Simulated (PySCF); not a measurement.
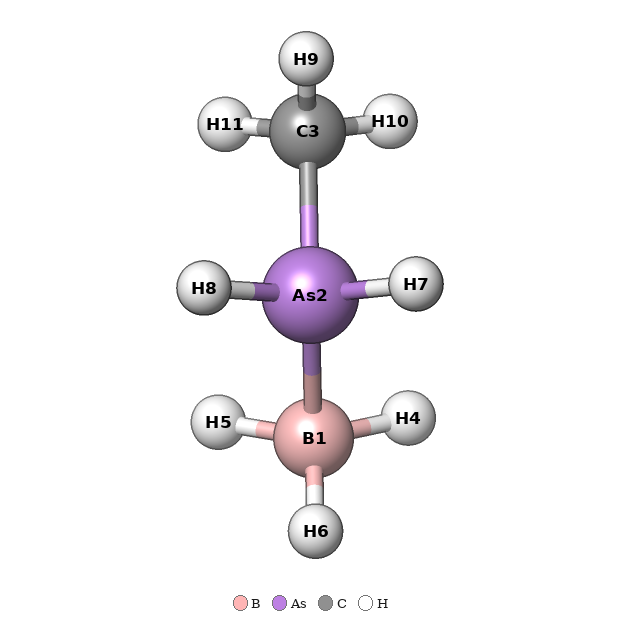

The computed structure is the end point of a PBE0-D3(BJ)/def2-SVP optimisation. No frequency run is at hand to confirm it as a minimum. Level of theory: delta-SCF UKS SCAN, pcX-2 on the ionised atom, pcseg-1 elsewhere, spin-free X2C (PySCF 2.14.0).

Give the core-electron binding energies (to vacuum) of B1 1s, C3 1s.

```tsv
atom	level	binding energy (eV)
B1	1s	193.7
C3	1s	291.3
```
